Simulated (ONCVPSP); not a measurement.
Mn: pseudopotential generation

- system: manganese (Mn, Z = 25), core [Ar], reference valence 3d5 4s1 4p1, valence charge 7.
- method: ONCV potential, PBEsol, scalar-relativistic, made with ONCVPSP 4.0.1

Summary:

- outcome: generated
- cutoffs needed: 30 Ha and 35 Ha (the cutoffs at which the residual kinetic energy of the hardest occupied pseudo-wave falls to 1 and 0.1 mHa per electron)
- ghost test: no bound ghost flagged; no localised positive-energy state flagged
- largest excitation error: -35 meV (all-electron minus pseudo) for 3d5 4s0 4p0, out of 4 test configurations
- rms error of d²Exc/dni dnj: 8.69 mHa without and 4.64 mHa with the model core
- range over which the phases arctan(r R′/R) at the test radius agree within 0.05 rad (a looser test near the poles than one of phase shifts): s: up to about 0.4 Ha; p: between about -0.9 and 0.2 Ha; d: over the whole range computed; f: not judged, local potential alone
- hardware: 1 CPU thread, shared host
- wall time: 5.1 s

Remarks:

The scattering phases part by more than π/2 and stay apart in p from about 2.3 Ha: a level there is either far displaced or one that only the pseudo-atom has.

Input:
```
# ATOM AND REFERENCE CONFIGURATION
# atsym  z   nc   nv     iexc    psfile
  Mn 25.00    5    3  -116133      upf
#
#   n    l    f
    1    0    2.00
    2    0    2.00
    2    1    6.00
    3    0    2.00
    3    1    6.00
    3    2    5.00
    4    0    1.00
    4    1    1.00
#
# PSEUDOPOTENTIAL AND OPTIMIZATION
# lmax
    2
#
#   l,   rc,      ep,       ncon, nbas, qcut
    0    2.55    0.00    3    6    3.00
    1    2.00    0.00    3    6    5.00
    2    1.60    0.00    3    7    8.40
#
# LOCAL POTENTIAL
# lloc, lpopt,  rc(5),   dvloc0
    4    3    1.40    3.00
#
# VANDERBILT-KLEINMAN-BYLANDER PROJECTORs
# l, nproj, debl
    0    1    3.10
    1    1    0.60
    2    2    2.60
#
# MODEL CORE CHARGE
# icmod, fcfact, rcfact
    3    4.00    1.40
#
# LOG DERIVATIVE ANALYSIS
# epsh1, epsh2, depsh
   -2.00    5.00    0.02
#
# OUTPUT GRID
# rlmax, drl
    6.00    0.01
#
# TEST CONFIGURATIONS
# ncnf
    4
# nvcnf
#   n    l    f
    3
    3    2    5.00
    4    0    2.00
    4    1    0.00
#
    3
    3    2    5.00
    4    0    1.00
    4    1    0.00
#
    3
    3    2    5.00
    4    0    0.00
    4    1    0.00
#
    3
    3    2    5.50
    4    0    1.50
    4    1    0.00
#
```

Run as:
```bash
oncvpsp.x < Mn.dat > Mn.out
```

The program's output (extracts):
```
ONCVPSP  (Optimized Norm-Conservinng Vanderbilt PSeudopotential)
scalar-relativistic version 4.0.1

#   n    l    f        energy (Ha)
    1    0    2.00    -2.3608716E+02
    2    0    2.00    -2.7365193E+01
    2    1    6.00    -2.3199899E+01
    3    0    2.00    -3.2069366E+00
    3    1    6.00    -2.0618931E+00
    3    2    5.00    -3.0678968E-01
    4    0    1.00    -2.2434306E-01
    4    1    1.00    -7.7828605E-02

Reference configufation results
  iterations    33
  all-electron total energy (Ha)   -1.15702203D+03

Begin loop to  construct optimized pseudo wave functions
and semi-local pseudopoentials for all angular momenta

Calculating optimized projector #   1

 for l=   0

    Fraction of norm inside rc  0.392221
    Optimizing pswf for qcut=   3.01 a_B^-1,  ecut=   4.52 Ha
    Residual kinetic energy error=  1.40D-04 Ha

    Energy error per electron        Cutoff
         Ha          eV             Ha
         0.01000     0.27211        2.15
         0.00100     0.02721        3.51
         0.00010     0.00272        5.46
         0.00001     0.00027       14.39

Calculating optimized projector #   1

 for l=   1

    Fraction of norm inside rc  0.060668
    Optimizing pswf for qcut=   4.99 a_B^-1,  ecut=  12.46 Ha
    Residual kinetic energy error=  5.77D-05 Ha

    Energy error per electron        Cutoff
         Ha          eV             Ha
         0.01000     0.27211        0.77
         0.00100     0.02721        7.88
         0.00010     0.00272       11.60
         0.00001     0.00027       31.54

   Wellstate for l =  2  n =  5
     eigenvalue =   2.2932
     asymptotic potential =   2.7932
     half-point radius =  3.2887

Calculating optimized projector #   1

 for l=   2

    Fraction of norm inside rc  0.781770
    Optimizing pswf for qcut=   8.39 a_B^-1,  ecut=  35.22 Ha
    Residual kinetic energy error=  6.40D-05 Ha

    Energy error per electron        Cutoff
         Ha          eV             Ha
         0.01000     0.27211       25.88
         0.00100     0.02721       30.34
         0.00010     0.00272       34.75
         0.00001     0.00027       91.06

Calculating optimized projector #   2

 for l=   2

    Fraction of norm inside rc  0.134934
    Optimizing pswf for qcut=   8.39 a_B^-1,  ecut=  35.22 Ha
    Residual kinetic energy error=  5.00D-04 Ha

    Energy error per electron        Cutoff
         Ha          eV             Ha
         0.01000     0.27211       28.24
         0.00100     0.02721       33.71
         0.00010     0.00272       69.14
         0.00001     0.00027      128.28

Construct Vanderbilt / Kleinmman-Bylander projectors

B matrix Hermiticity error, ll=   2
   1   2   -1.9772E-04

  Orthonormal projector coefficients -9.5591E+00 -2.9378E+00

Model core correction analysis
  based on d2Exc/dn_idn_j

d2excae - all-electron derivatives

   -2.562951D-02   -8.501707D-03   -3.813416D-03
   -8.498999D-03   -3.331465D-02   -2.553003D-02
   -3.812070D-03   -2.552179D-02   -2.985058D-02

d2excps - pseudofunction derivatives with no core correction

   -5.158076D-02   -1.007614D-02   -4.269659D-03
   -1.007311D-02   -3.391802D-02   -2.567198D-02
   -4.268464D-03   -2.566533D-02   -2.982299D-02

rms 2nd derivative error    8.687450E-03

rmatch, rhocmatch    1.4004    1.2763

Teter function model core charge with specified parameters

d2excps - pseudofunction derivatives with core correction

   -3.953347D-02   -8.590872D-03   -3.869381D-03
   -8.588168D-03   -3.304301D-02   -2.555786D-02
   -3.868103D-03   -2.554884D-02   -2.988763D-02

rms 2nd derivative error    4.635838E-03

Pseudoatom total energy  -14.222203

Diagnostic tests using Vanderbilt-Kleinman-Bylander pseudopotentials
  1 or more projectors used as specified by nproj input data

   l    rcore       rmatch      e in        delta e   norm test  slope test

   0   2.5624777   2.6402801  -0.2243431   0.0000100   1.0000094   1.0003753

   1   2.0051316   2.0660117  -0.0778286  -0.0000126   0.9998496   1.0001041

   2   1.6070064   1.6557986  -0.3067897  -0.0000535   1.0000298   0.9999456
   2   1.6070064   1.6557986   2.2932103  -0.0002537   1.0001869   1.0001869

 Testing for bound ghosts
   n   l    E NL Schr. Eq   E Basis Diag.   E Cutoff

   1   0       -0.224333       -0.222277     11.53

   2   1       -0.077841       -0.028557     23.74

   3   2       -0.306843       -0.304821    100.03

 Testing for highly-localized positive-energy ghosts
       l    <radius>/rc     E Basis Diag.   E Cutoff

Test configuration 0

   n   l     f        eae           eps        diff
   1   0  2.0000 -236.08715759
   2   0  2.0000  -27.36519344
   2   1  6.0000  -23.19989860
   3   0  2.0000   -3.20693657
   3   1  6.0000   -2.06189312
   3   2  5.0000   -0.30678968   -0.30684313   -5.35D-05
   4   0  1.0000   -0.22434306   -0.22433301    1.00D-05
   4   1  1.0000   -0.07782860   -0.07784116   -1.26D-05

    Total energies and differences
      AE_ref= -1.15702203D+03  AE_tst= -1.15702203D+03  dif=  0.00D+00
      PS_ref= -1.42222026D+01  PS_tst= -1.42222026D+01  dif= -8.88D-14
      PSP excitation error=  8.88D-14

Test configuration 1

   n   l     f        eae           eps        diff
   1   0  2.0000 -236.02738122
   2   0  2.0000  -27.30869210
   2   1  6.0000  -23.14321383
   3   0  2.0000   -3.14736793
   3   1  6.0000   -2.00219575
   3   2  5.0000   -0.24968332   -0.24989078   -2.07D-04
   4   0  2.0000   -0.18833920   -0.18832142    1.78D-05

    Total energies and differences
      AE_ref= -1.15702203D+03  AE_tst= -1.15716478D+03  dif= -1.43D-01
      PS_ref= -1.42222026D+01  PS_tst= -1.43648592D+01  dif= -1.43D-01
      PSP excitation error= -8.91D-05

Test configuration 2

   n   l     f        eae           eps        diff
   1   0  2.0000 -236.33228963
   2   0  2.0000  -27.60675663
   2   1  6.0000  -23.44185977
   3   0  2.0000   -3.44982443
   3   1  6.0000   -2.30512070
   3   2  5.0000   -0.54883277   -0.54752080    1.31D-03
   4   0  1.0000   -0.43651714   -0.43654945   -3.23D-05

    Total energies and differences
      AE_ref= -1.15702203D+03  AE_tst= -1.15685488D+03  dif=  1.67D-01
      PS_ref= -1.42222026D+01  PS_tst= -1.40549920D+01  dif=  1.67D-01
      PSP excitation error= -5.41D-05

Test configuration 3

   n   l     f        eae           eps        diff
   1   0  2.0000 -236.68849547
   2   0  2.0000  -27.95261735
   2   1  6.0000  -23.78859054
   3   0  2.0000   -3.80054274
   3   1  6.0000   -2.65597507
   3   2  5.0000   -0.89231028   -0.89248392   -1.74D-04

    Total energies and differences
      AE_ref= -1.15702203D+03  AE_tst= -1.15628482D+03  dif=  7.37D-01
      PS_ref= -1.42222026D+01  PS_tst= -1.34837090D+01  dif=  7.38D-01
      PSP excitation error= -1.28D-03

Test configuration 4

   n   l     f        eae           eps        diff
   1   0  2.0000 -235.94214621
   2   0  2.0000  -27.21150675
   2   1  6.0000  -23.04715791
   3   0  2.0000   -3.06161378
   3   1  6.0000   -1.91933728
   3   2  5.5000   -0.18061388   -0.17927195    1.34D-03
   4   0  1.5000   -0.16897785   -0.16963219   -6.54D-04

    Total energies and differences
      AE_ref= -1.15702203D+03  AE_tst= -1.15718261D+03  dif= -1.61D-01
      PS_ref= -1.42222026D+01  PS_tst= -1.43822037D+01  dif= -1.60D-01
      PSP excitation error= -5.74D-04
```

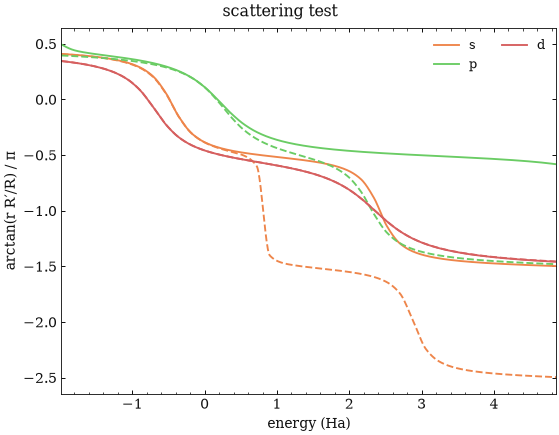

**Figure 1.** Unwrapped phase arctan(r R′/R) in units of π against energy, all-electron (solid) and pseudo (dashed); the pseudo phase is matched to the all-electron one at the reference energy. Here R(r) is the radial function. A near-vertical step is a level narrower than the spacing of the points behind the curves. Not drawn: f: not judged.

- Range over which the phases agree within 0.05 rad: s: up to about 0.4 Ha; p: between about -0.9 and 0.2 Ha; d: over the whole range drawn.
- Ghost states: Going away from the reference energies, the phases part by more than π/2 in: s at about 0.8 Ha (above its reference energy, pseudo phase lower); p at about 2.3 Ha (above its reference energy, pseudo phase lower). Such a step is either a state that only one of the two atoms has or an ordinary level shifted in energy. The separate test gives: no bound ghost flagged; no localised positive-energy state flagged.

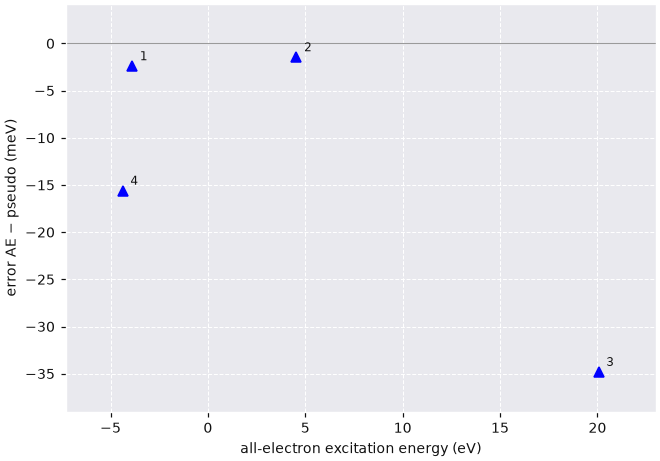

**Figure 2.** Errors, all-electron minus pseudo, of the energies of valence configurations relative to the unpolarised reference 3d5 4s1 4p1. Points: 1 = 3d5 4s2 4p0; 2 = 3d5 4s1 4p0; 3 = 3d5 4s0 4p0; 4 = 3d5.5 4s1.5 4p0.

- Worst configuration: 3d5 4s0 4p0 (charge +2): the error is -35 meV on an all-electron energy of +20.06 eV relative to the reference, or 0.17 %.
- Errors in meV: 3d5 4s2 4p0: -2.4; 3d5 4s1 4p0: -1.5; 3d5 4s0 4p0: -35; 3d5.5 4s1.5 4p0: -16.

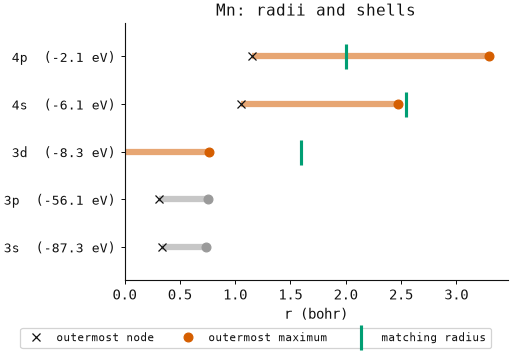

**Figure 3.** Outer shells of the all-electron reference atom: each bar runs from the outermost node (or the nucleus) to the outermost maximum of u(r); the tick is the radius chosen for the pseudo-wave. Shells without a tick have no pseudo-wave of their own. Levels, nodes and maxima are from ld1.x, scalar-relativistic.

- Radii against the shells: 3d: 1.60 bohr, outside the maximum; 4s: 2.55 bohr, outside the maximum; 4p: 2.00 bohr, between node and maximum.
